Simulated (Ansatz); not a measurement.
# One shape, several levels: CH2BN (SMILES BC#N)

Aim: a comparison of 6 runs (UB3LYP/STO-3G, UPBE/STO-3G, UPBE0/STO-3G, MP2/STO-3G, UMP2/STO-3G, CCSDTQ/STO-3G) of CH2BN. 

Program for the calculation: Ansatz 0.2.0.

73 further runs of the same task are left out: 73 set aside as unsound or not needed.

## Step 1: The system as given

CH2BN: 5 atoms, total charge 0, spin state singlet. As SMILES, `BC#N`. The C2–B1 distance was set to 3.043 Å, away from the relaxed value. At this shape a bond of the SMILES string is far longer than usual.

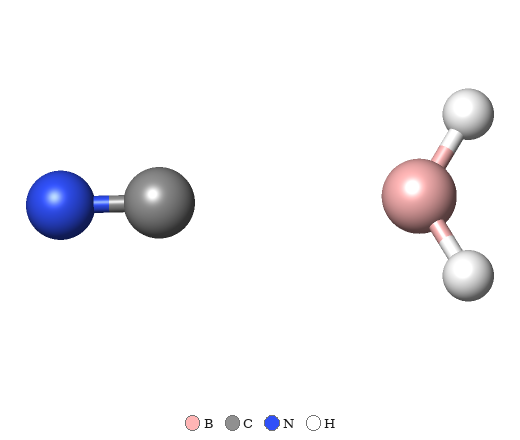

The structure, seen from a chosen angle (boron pink, carbon grey, nitrogen blue, hydrogen white).

## Step 2: The energy at UB3LYP/STO-3G (run 1)

molecule.yaml reads:

```yaml
crystal:
  periodic: [false, false, false]
  atoms:
    - {symbol: B, position_ang: [-0.791083, 1.579266, -1.174475]}
    - {symbol: C, position_ang: [0.352700, -0.696700, 0.490700]}
    - {symbol: N, position_ang: [0.786500, -1.559600, 1.122200]}
    - {symbol: H, position_ang: [-1.316183, 1.325366, -2.210175]}
    - {symbol: H, position_ang: [-0.697783, 2.691966, -0.767275]}
basis:
  gaussian:
    orbitals: STO-3G
magnetization:
  spin_polarized: true
  initial_magnetization: 0
hamiltonian:
  xc: {name: B3LYP}
accuracy: high
```

The run is started by

```console
ansatz run molecule.yaml --threads 1 --pin off --max-ram 2610MiB --events-out events.jsonl --progress --plain --runs-dir runs
```

The log of the run:

```text
Warning: RAYON_NUM_THREADS=1 ignored (pool sized by the plan → 1); use --threads N
Functional definition: B3LYP
  name "B3LYP"
  parameter a0 = 0.2
  parameter ax = 0.72
  parameter ac = 0.81
  exchange = (1 - a0 - ax)*slater_x + ax*b88_x + a0*exact_x
  correlation = (1 - ac)*vwn_rpa_c + ac*lyp_c
272 factors; integrals over basis functions are off by at most 7.8e-9 eV
mean field evaluation 1: about -3181.6710 eV, gradient 1.7e1 eV
mean field evaluation 2: about -3044.8003 eV, gradient 7.5e1 eV
mean field evaluation 4: about -3185.2601 eV, gradient 1.0e1 eV
mean field evaluation 8: about -3186.7632 eV, gradient 1.8e-1 eV
mean field evaluation 16: about -3186.6810 eV, gradient 6.0e-6 eV
mean field evaluation 32: about -3187.0420 eV, gradient 1.9e-8 eV
mean field -3187.04202736 eV, -117.1216342507 hartree, gradient 1.9e-8 eV, S^2 0.595575; 3 other end points of the search recorded, 0 dependent functions left out
reference -3187.04205430 eV, -117.1216352406 hartree; 10, 10 occupied and 7, 7 virtual orbitals, 272 factors
Total energy: -3187.04205430 eV, -117.1216352406 hartree
```

Run time: 3.6 s. Hardware: 1 thread of Arm Neoverse V1, shared host; peak memory 0.12 GiB.

## Step 3: The energy at UPBE/STO-3G (run 2)

job.yaml reads:

```yaml
crystal:
  periodic: [false, false, false]
  atoms:
    - symbol: B
      position_ang: [-0.791083, 1.579266, -1.174475]
    - symbol: C
      position_ang: [0.352700, -0.696700, 0.490700]
    - symbol: "N"
      position_ang: [0.786500, -1.559600, 1.122200]
    - symbol: H
      position_ang: [-1.316183, 1.325366, -2.210175]
    - symbol: H
      position_ang: [-0.697783, 2.691966, -0.767275]
basis:
  gaussian: {orbitals: STO-3G}
accuracy: high
hamiltonian: {xc: pbe}
magnetization: {spin_polarized: true}
```

The run is started by

```console
ansatz run job.yaml --threads 1 --pin off --max-ram 2610MiB --events-out events.jsonl --progress --plain --runs-dir runs
```

The log of the run:

```text
Warning: RAYON_NUM_THREADS=1 ignored (pool sized by the plan → 1); use --threads N
Functional definition: PBE
  name "PBE"
  parameter kappa = 0.804
  parameter beta = 0.06672455060314922
  exchange = pbe_x(kappa = kappa, mu = beta*pi^2/3)
  correlation = pbe_c(beta = beta)
272 factors; integrals over basis functions are off by at most 7.8e-9 eV
mean field evaluation 1: about -3177.4180 eV, gradient 1.7e1 eV
mean field evaluation 2: about -3037.5369 eV, gradient 7.7e1 eV
mean field evaluation 4: about -3179.0435 eV, gradient 1.2e1 eV
mean field evaluation 8: about -3178.9584 eV, gradient 1.2e1 eV
mean field evaluation 16: about -3182.7339 eV, gradient 6.2e-9 eV
mean field evaluation 32: about -3180.4837 eV, gradient 4.3e0 eV
mean field -3182.85680828 eV, -116.9678302863 hartree, gradient 1.3e-8 eV, S^2 0.451825; 2 other end points of the search recorded, 0 dependent functions left out
reference -3182.85681001 eV, -116.9678303500 hartree; 10, 10 occupied and 7, 7 virtual orbitals, 272 factors
Total energy: -3182.85681001 eV, -116.9678303500 hartree
```

It took 2.8 s on 1 thread of Arm Neoverse V1, shared host; peak memory 0.12 GiB.

## Step 4: A single-point energy at UPBE0/STO-3G (run 3)

run.yaml reads:

```yaml
crystal:
  periodic: [false, false, false]
  atoms:
    - {symbol: B, position_ang: [-0.791083, 1.579266, -1.174475]}
    - {symbol: C, position_ang: [0.352700, -0.696700, 0.490700]}
    - {symbol: N, position_ang: [0.786500, -1.559600, 1.122200]}
    - {symbol: H, position_ang: [-1.316183, 1.325366, -2.210175]}
    - {symbol: H, position_ang: [-0.697783, 2.691966, -0.767275]}
basis:
  gaussian: {orbitals: STO-3G}
magnetization: {spin_polarized: true}
hamiltonian: {xc: pbe0}
accuracy: high
```

The run is started by

```console
ansatz run run.yaml --threads 1 --pin off --max-ram 2610MiB --events-out events.jsonl --progress --plain --runs-dir runs
```

The log of the run:

```text
Warning: RAYON_NUM_THREADS=1 ignored (pool sized by the plan → 1); use --threads N
Functional definition: PBE0
  name "PBE0"
  parameter a = 0.25
[... 2 set-up lines as earlier in the session ...]
  exchange = (1 - a)*pbe_x(kappa = kappa, mu = beta*pi^2/3) + a*exact_x
[... 1 set-up line as earlier in the session ...]
272 factors; integrals over basis functions are off by at most 7.8e-9 eV
mean field evaluation 1: about -3177.7148 eV, gradient 1.7e1 eV
mean field evaluation 2: about -3043.2735 eV, gradient 7.3e1 eV
mean field evaluation 4: about -3182.5905 eV, gradient 1.9e0 eV
mean field evaluation 8: about -3182.6304 eV, gradient 1.5e-1 eV
mean field evaluation 16: about -3182.5528 eV, gradient 6.9e-6 eV
mean field evaluation 32: about -3183.0383 eV, gradient 1.3e-8 eV
mean field -3183.03825600 eV, -116.9744983671 hartree, gradient 1.3e-8 eV, S^2 0.647783; 3 other end points of the search recorded, 0 dependent functions left out
reference -3183.03825730 eV, -116.9744984148 hartree; 10, 10 occupied and 7, 7 virtual orbitals, 272 factors
Total energy: -3183.03825730 eV, -116.9744984148 hartree
```

Run time: 3.6 s. Hardware: 1 thread of Arm Neoverse V1, shared host; peak memory 0.12 GiB.

Runs 4 to 5 aren't shown in full; the table further down has their settings and results.

## Step 5: A single-point energy at CCSDTQ/STO-3G (run 6)

Changes to molecule.yaml since step 2:

```diff
@@ -9,9 +9,6 @@
 basis:
-  gaussian:
-    orbitals: STO-3G
-magnetization:
-  spin_polarized: true
-  initial_magnetization: 0
-hamiltonian:
-  xc: {name: B3LYP}
+  gaussian: {orbitals: STO-3G}
+magnetization: {spin_polarized: false}
 accuracy: high
+correlation: {method: ccsdtq, frozen_orbitals: {B: 1, C: 1, H: 0, "N": 1}}
+scf: {omitted_lower_state_checks: [cluster_reference, increment]}
```

The run is started by

```console
ansatz run molecule.yaml --threads 1 --pin off --max-ram 2610MiB --events-out events.jsonl --progress --plain --runs-dir runs
```

The log of the run:

```text
Warning: RAYON_NUM_THREADS=1 ignored (pool sized by the plan → 1); use --threads N
[... 11 lines left out ...]
3 core orbitals not correlated: weight in the atoms' cores, before any rotation towards them, 1.000 or more for the frozen orbitals, at most 0.000 for the correlated occupied ones
[... 70 lines left out ...]
WARN: these amplitudes may be one of several solutions (largest doubles amplitude 0.63, level shift 8.19 eV)
Total energy: -3173.65020341 eV, -116.6294937980 hartree
Checks for a lower state left out: cluster_reference, increment
```

It took 22 s on 1 thread of Arm Neoverse V1, shared host; peak memory 0.13 GiB.

## Step 6: The series

| run | level | frozen core orbitals | energy (Eh) | ⟨S²⟩ | wall time |
| --- | --- | --- | --- | --- | --- |
| 1 | UB3LYP/STO-3G | – | -117.121635 | 0.596 | 3.6 s |
| 2 | UPBE/STO-3G | – | -116.967830 | 0.452 | 2.8 s |
| 3 | UPBE0/STO-3G | – | -116.974498 | 0.648 | 3.6 s |
| 4 | MP2/STO-3G | 3 | -116.559404 | – | 0.12 s |
| 5 | UMP2/STO-3G | 3 | -116.556309 | 1.368 | 0.18 s |
| 6 | CCSDTQ/STO-3G | 3 | -116.629494 | – | 22 s |

## Step 7: Results

```
                                          quantity          value
                               run 6: total energy  -116.62949 Eh
run 6: correlation energy (3 core orbitals frozen)     -295.2 mEh
                              run 6: T1 diagnostic          0.085
```

What this shows: Totals of different functionals can't be ranked against each other. In runs 4, 6 the log says that unrestricted orbitals would lower the reference, so the values rest on an unstable closed-shell determinant (other closed-shell runs at this shape may share the fault). In runs 1, 2, 3, 4, 5, 6 the basis is minimal, so the values are rough. Spin contamination of the reference: run 5 ⟨S²⟩ = 1.37, run 3 ⟨S²⟩ = 0.65, run 1 ⟨S²⟩ = 0.60, run 2 ⟨S²⟩ = 0.45. Where it is this large, the reference is a mixture of spin states, and values that rest on it are in doubt. All runs together took 33 s, the longest 22 s.
